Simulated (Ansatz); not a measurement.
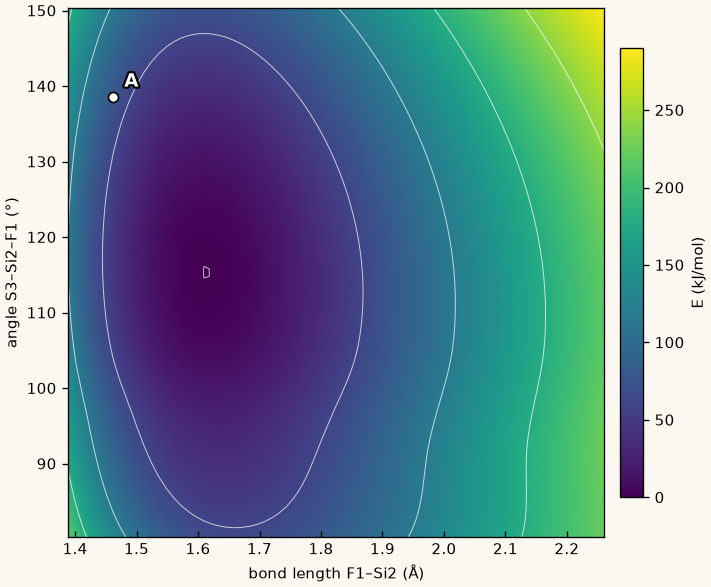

FH2SSi, SMILES F[SiH2][S], spin multiplicity 2. Coordinates scanned: (1) bond length F1–Si2; (2) angle S3–Si2–F1. Nothing is relaxed (all other coordinates rigid). The scan uses a 13 × 13 grid. All energies are given in kJ/mol relative to the lowest grid point. All numbers below come from UKS PBE-D4/def2-TZVP (Ansatz 0.2.0).

Drawn: a smooth colour map with a few white contour lines, the point A. Between grid points the surface is interpolated.

Which way does the force act at A, and how strong is it?

Answer. A, at bond length F1–Si2 = 1.461 Å, angle S3–Si2–F1 = 138.6°, is not a stationary point. The computed force is 700 kJ/mol for each Å towards larger values of bond length F1–Si2 and 2.7 kJ/mol for each degree towards smaller values of angle S3–Si2–F1.
